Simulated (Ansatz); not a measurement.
C2H7ClGeSi2

Input

```
crystal:
  periodic: [false, false, false]
  atoms:
    - {symbol: C, position_ang: [-1.042847, 1.376022, 1.315374]}
    - {symbol: C, position_ang: [-0.230393, 1.356615, 0.239486]}
    - {symbol: Cl, position_ang: [-0.040151, -2.081033, 0.275310]}
    - {symbol: Ge, position_ang: [0.835965, -0.186408, -0.406283]}
    - {symbol: Si, position_ang: [-0.156766, 2.516306, -1.269021]}
    - {symbol: Si, position_ang: [0.384991, 0.647463, -2.631126]}
    - {symbol: H, position_ang: [-1.722138, 2.222500, 1.527498]}
    - {symbol: H, position_ang: [-1.083710, 0.531505, 2.028044]}
    - {symbol: H, position_ang: [-1.424035, 3.285094, -1.535497]}
    - {symbol: H, position_ang: [0.998429, 3.482425, -1.191987]}
    - {symbol: H, position_ang: [1.499818, 0.730488, -3.636654]}
    - {symbol: H, position_ang: [-0.824127, -0.019512, -3.227183]}
    - {symbol: H, position_ang: [2.312218, -0.198473, 0.086112]}
basis:
  gaussian:
    orbitals: def2-SVPD
hamiltonian:
  xc: pbe0
output: {forces: true, orbitals: {seedname: orbitals}}
```

Run with:

```sh
ansatz run input.yaml --threads 4 --pin off --max-ram 7830MiB --events-out events.jsonl --progress --plain --runs-dir runs
```

Geometry: PBE-D3(BJ)/def2-SVP.

Theory: isolated molecule in a Gaussian basis; Kohn-Sham density functional theory, functional PBE0 in Ansatz.

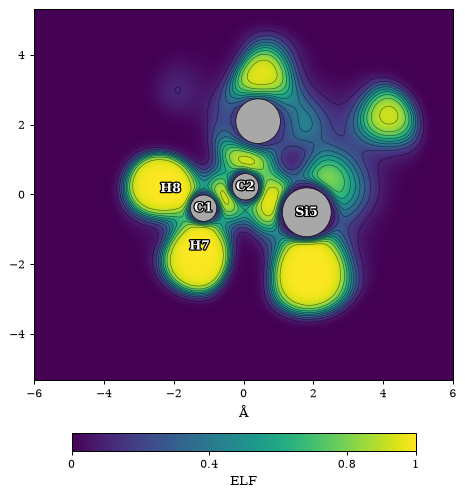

Figure 1. ELF on the plane of atoms C1, C2 and Si5. Grey discs cover the atomic cores.

Q: Describe what can be read from this map.

A:
- Atoms in the plane: C, Si and H.
- C–C (1.35 Å): the ELF peaks at about 0.90 between the atoms (localised, covalent bonding).
- C–Si (1.90 Å): the ELF peaks at about 0.95 between the atoms, as expected for localised, covalent bonding.
- C–H (1.11 Å): the ELF climbs to about 1 towards the hydrogen, as it does in any bond to H; a covalent bond by its length.

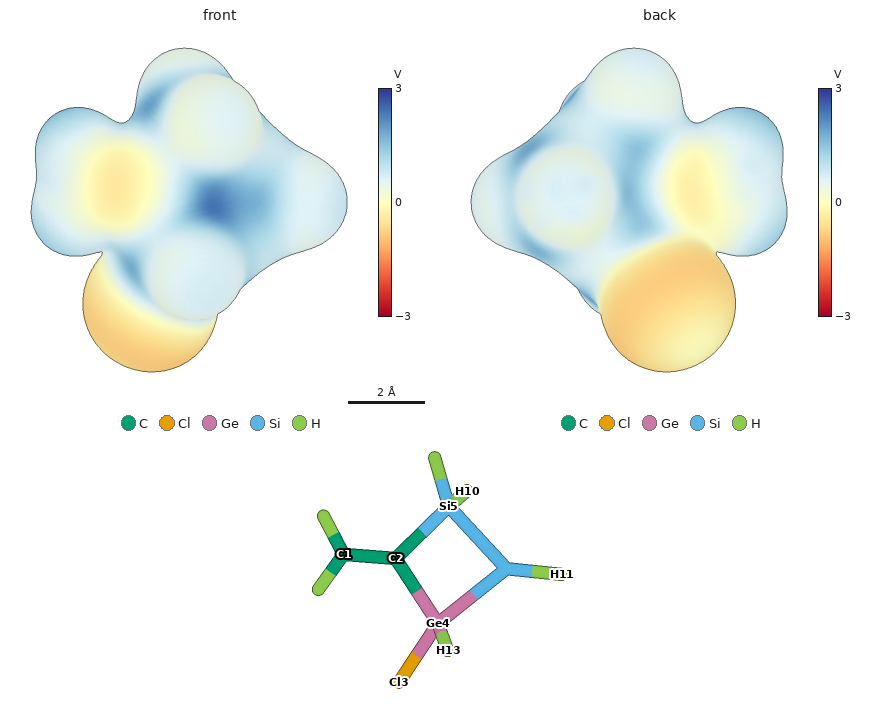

Figure 2. The molecular electrostatic potential painted on the density surface at 0.004 e/bohr³, seen from the front and from behind; red is negative and blue positive. The bare structure is drawn below in the same view.

Q: Where is the surface potential most negative and most positive?

A: The most negative region (about −0.8 V) lies over Cl3, the most positive (about +2.2 V) over Ge4 and Si5.

Q: What dipole moment does the calculation give?

A: Its dipole moment is 2.24 D.

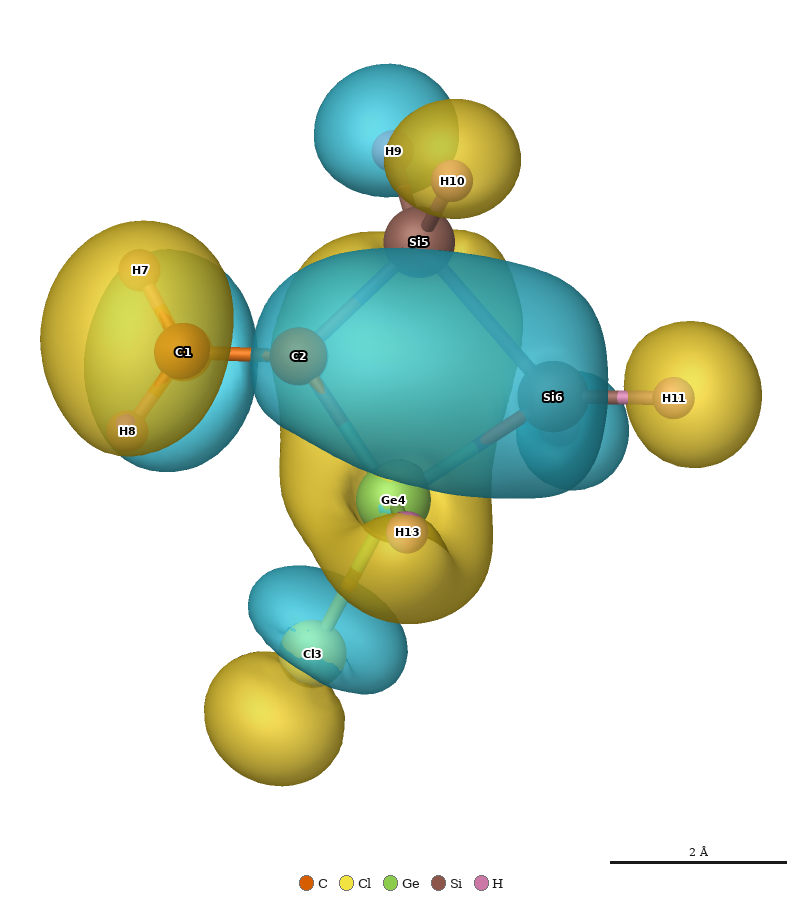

Figure 3. One frontier orbital at ±0.06 Å⁻³ᐟ² (yellow and cyan are the two phases), seen across its widest extent.

Q: Which orbital is it: HOMO or LUMO?

A: The LUMO, at −1.88 eV. By Hirshfeld shares it lies mainly on C1 (about 20 %), Ge4 (about 20 %), C2 (about 10 %), Si5 (about 10 %), Si6 (about 10 %) and Cl3 (about 10 %).
